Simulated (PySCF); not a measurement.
CH9NO3Si2, SMILES C[SiH2]N[Si](O)(O)O at its GFN2-xTB optimised geometry (Å):

```
16

Si    -0.6346     0.2533    -1.3516
C     -1.4197     1.8529    -0.7118
N     -0.4365    -0.7953     0.0000
Si     0.2982    -2.3590     0.0000
O      1.9231    -2.3590     0.0000
O     -0.1403    -3.1616    -1.3472
O     -0.1841    -3.0479     1.3881
H      0.6590     0.5413    -1.9962
H     -1.5094    -0.3930    -2.3440
H     -2.3732     1.6682    -0.2265
H     -1.5978     2.5381    -1.5334
H     -0.7777     2.3590     0.0027
H     -0.6454    -0.4234     0.9099
H      2.3732    -2.1560    -0.8141
H     -1.0682    -3.2549    -1.5389
H      0.4258    -3.6293     1.8328
```

Method: PBE0/def2-TZVP in PySCF 2.14.0. Cells within 0.4 Å of a nucleus heavier than hydrogen are left out (blank, or x).

Map of the Laplacian of the electron density (e/bohr⁵), clipped to [-1.50, 1.50] on the plane z = 0.0 Å:

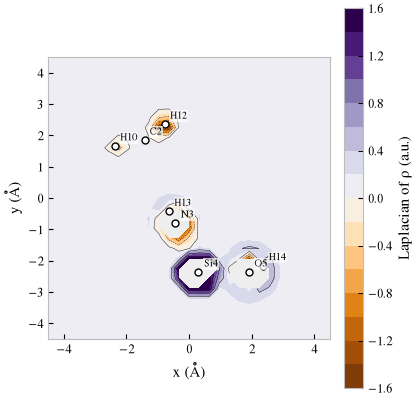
Figure: Laplacian of the electron density (e/bohr⁵), clipped to [-1.50, 1.50] on the plane z = 0.0 Å.
